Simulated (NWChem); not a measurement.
**PBE/def2-SVP run of GeHCl3 (SMILES [Cl][GeH]([Cl])[Cl])**

We compute a geometry optimisation of GeHCl3. 

The calculation is run with NWChem 7.3.0.

1 further run of the same task is left out (set aside as unsound or not needed).

## Step 1: The structure to begin with

GeHCl3 has 5 atoms, charge 0, and is taken as a singlet. SMILES: `[Cl][GeH]([Cl])[Cl]`. The shape is that of a PBE0-D4/def2-TZVP optimisation. The run starts from this shape.

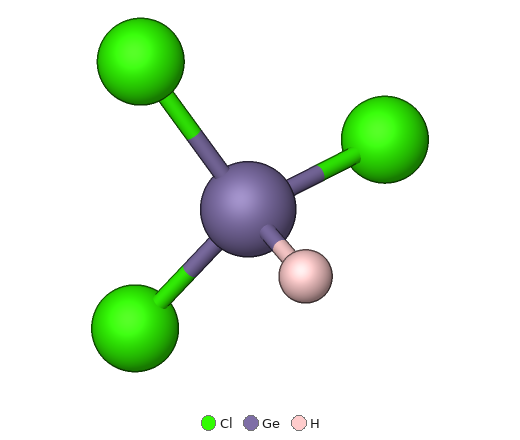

The structure, seen from a chosen angle (chlorine green, germanium purple, hydrogen pink).

## Step 2: A structure relaxation at PBE/def2-SVP

Contents of sp.xyz:

```xyz
5
Cl3GeH PBE
Cl    -1.177700    -0.012800     1.700700
Ge     0.102400     0.090600     0.006200
Cl     1.117900    -1.767600    -0.185300
Cl    -1.095100     0.385600    -1.725800
H      1.102600     1.230700     0.163000
```

Contents of sp.nw:

```
echo
start sp
title "Cl3GeH PBE"
memory 2200 mb
charge 0

geometry units angstroms
  load format xyz sp.xyz
end

basis spherical bse
  * library def2-SVP
end

dft
  xc xpbe96 cpbe96
  grid fine
  convergence energy 1e-07
  iterations 100
  mulliken
  print low
end

driver
  maxiter 60
end

freq
  temp 2 298.15 500
end

task dft optimize
task dft frequencies
```

On the command line:

```console
nwchem sp.nw > sp.out
```

The log of the run:

```text
[...]
 Group name             C3
[...]
 d= 0,ls=0.0,diis     1  -3456.6497765425 -4.02D+03  2.24D-02  8.36D-01     1.1
[...]
         Total DFT energy =    -3456.750193369835
[...]
@    0   -3456.75019337  0.0D+00  0.01153  0.00656  0.00000  0.00000      9.5
[...]
         Total DFT energy =    -3456.750980066473
[...]
@    1   -3456.75129480 -1.1D-03  0.00066  0.00039  0.02794  0.05831     20.3
[...]
         Total DFT energy =    -3456.751300891364
[...]
@    2   -3456.75130089 -6.1D-06  0.00023  0.00009  0.00246  0.00542     27.1
[...]
         Total DFT energy =    -3456.751301326309
[...]
         Total DFT energy =  -3456.751301326309
[...]
                         DFT ENERGY GRADIENTS
    atom               coordinates                        gradient
                 x          y          z           x          y          z
   1 Cl     -3.687764  -1.017088  -0.596273   -0.000026  -0.000007   0.000008
   2 Ge      0.000000   0.000000   0.817708   -0.000000  -0.000000  -0.000135
   3 Cl      2.724706  -2.685153  -0.596273    0.000019  -0.000019   0.000008
   4 Cl      0.963058   3.702242  -0.596273    0.000007   0.000026   0.000008
   5 H       0.000000   0.000000   3.731074    0.000000   0.000000   0.000110
[...]
@    3   -3456.75130133 -4.3D-07  0.00011  0.00004  0.00067  0.00142     31.8
[...]
      Optimization converged
[...]
@    3   -3456.75130133 -4.3D-07  0.00011  0.00004  0.00067  0.00142     31.8
[...]
 d= 0,ls=0.0,diis     2  -3456.7513018360  5.00D-11  3.05D-07  6.58D-10    35.3
         Total DFT energy =    -3456.751301836047
      One electron energy =    -5898.213750025093
           Coulomb energy =     2053.950083421597
    Exchange-Corr. energy =     -163.308153813212
 Nuclear repulsion energy =      550.820518580661
[...]
      Total Density - Mulliken Population Analysis
     ---------------------------------------------
    Atom       Charge   Shell Charges
 -----------   ------   -------------------------------------------------------
    1 Cl  17    17.18   2.00  1.98  1.28  0.68  5.93  2.15  3.14  0.02
    2 Ge  32    31.45   2.00  2.00  1.99  1.26 -0.01  6.00  5.97  1.26  0.68  8.09  1.82  0.40
    3 Cl  17    17.18   2.00  1.98  1.28  0.68  5.93  2.15  3.14  0.02
    4 Cl  17    17.18   2.00  1.98  1.28  0.68  5.93  2.15  3.14  0.02
    5 H    1     1.01   0.70  0.30  0.01
[...]
 Zero-Point correction to Energy  =    7.417 kcal/mol  (  0.011819 au)
 Thermal correction to Energy     =   14.970 kcal/mol  (  0.023856 au)
 Thermal correction to Enthalpy   =   15.963 kcal/mol  (  0.025439 au)
 Total Entropy                    =   90.130 cal/mol-K
   - Translational                =   44.016 cal/mol-K (mol. weight = 179.8363)
   - Rotational                   =   27.884 cal/mol-K (symmetry #  =        3)
   - Vibrational                  =   18.230 cal/mol-K
 Cv (constant volume heat capacity) =   20.185 cal/mol-K
   - Translational                  =    2.979 cal/mol-K
   - Rotational                     =    2.979 cal/mol-K
   - Vibrational                    =   14.226 cal/mol-K
[...]
 Normal Eigenvalue ||           Projected Infra Red Intensities
  Mode   [cm**-1]  || [atomic units] [(debye/angs)**2] [(KM/mol)] [arbitrary]
 ------ ---------- || -------------- ----------------- ---------- -----------
    1       -0.000 ||    0.000009           0.000         0.008       0.004
    2        0.000 ||    0.000002           0.000         0.002       0.001
    3        0.000 ||    0.000000           0.000         0.000       0.000
    4        0.000 ||    0.000227           0.005         0.221       0.096
    5        0.000 ||    0.000197           0.005         0.192       0.083
    6        0.000 ||    0.000273           0.006         0.266       0.115
    7      135.789 ||    0.002344           0.054         2.285       0.987
    8      135.795 ||    0.002343           0.054         2.285       0.987
    9      169.850 ||    0.007789           0.180         7.593       3.280
   10      396.799 ||    0.012466           0.288        12.152       5.250
   11      435.190 ||    0.078981           1.822        76.994      33.265
   12      435.192 ||    0.078975           1.822        76.989      33.263
   13      680.325 ||    0.060037           1.385        58.527      25.286
   14      680.337 ||    0.060039           1.385        58.529      25.287
[...]
```

Run time: 2.3 min. Hardware: 1 thread of Intel Xeon at 2.60GHz (Ice Lake), shared host; peak memory 0.18 GiB.

Step by step:

```csv
step,energy from the first frame kept (eV)
0,0.0000
1,-0.0300
2,-0.0301
3,-0.0301
```

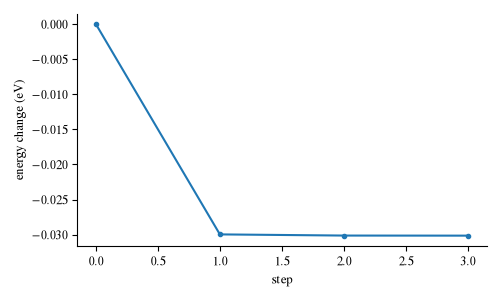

Energy along the run.

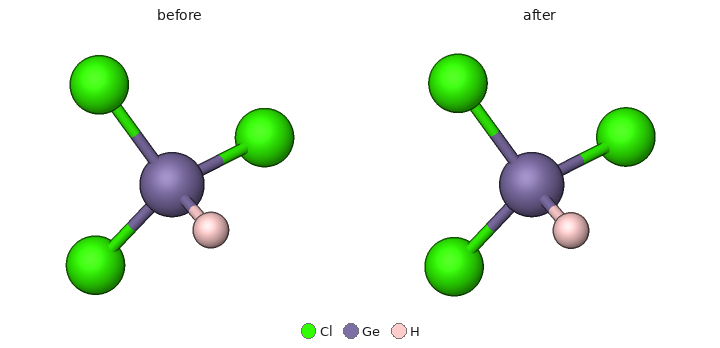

Before and after, at one scale.

After the run. Bond lengths: Cl1–Ge2 2.158 Å, Ge2–Cl3 2.158 Å, Ge2–Cl4 2.158 Å, Ge2–H5 1.542 Å. Angles: Cl1–Ge2–Cl3 108.6°, Cl1–Ge2–Cl4 108.6°, Cl3–Ge2–Cl4 108.6°, Cl1–Ge2–H5 110.3°, Cl3–Ge2–H5 110.3°, Cl4–Ge2–H5 110.3°.

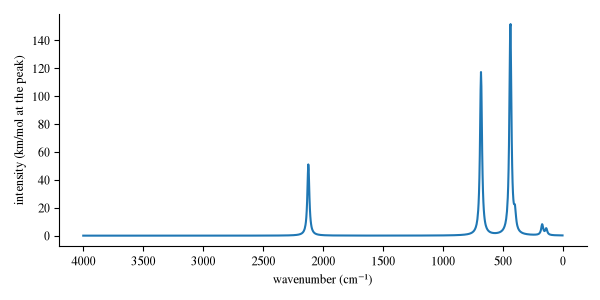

Harmonic infrared spectrum, unscaled, lines broadened by 10 cm⁻¹.

## Step 3: Outcome

Level: PBE/def2-SVP.

| quantity | value |
| --- | --- |
| total energy at the end | -3456.75130 Eh |
| lowest harmonic wavenumber | 136 cm⁻¹ |
| highest harmonic wavenumber | 2121 cm⁻¹ |
| zero-point energy | 31.0 kJ/mol |
| ideal-gas entropy at 298.15 K (symmetry number 3 as used) | 79.3 cal/(mol K) |

What this shows: At the final geometry: Bond lengths: Cl1–Ge2 2.158 Å, Ge2–Cl3 2.158 Å, Ge2–Cl4 2.158 Å, Ge2–H5 1.542 Å. Angles: Cl1–Ge2–Cl3 108.6°, Cl1–Ge2–Cl4 108.6°, Cl3–Ge2–Cl4 108.6°, Cl1–Ge2–H5 110.3°, Cl3–Ge2–H5 110.3°, Cl4–Ge2–H5 110.3°. All 9 modes are real, so the shape is a minimum at this level. The optimisation took 4 steps and changed the energy by -0.030 eV. Mulliken charges run from -0.18 on Cl1 to +0.55 on Ge2; they depend strongly on the basis.
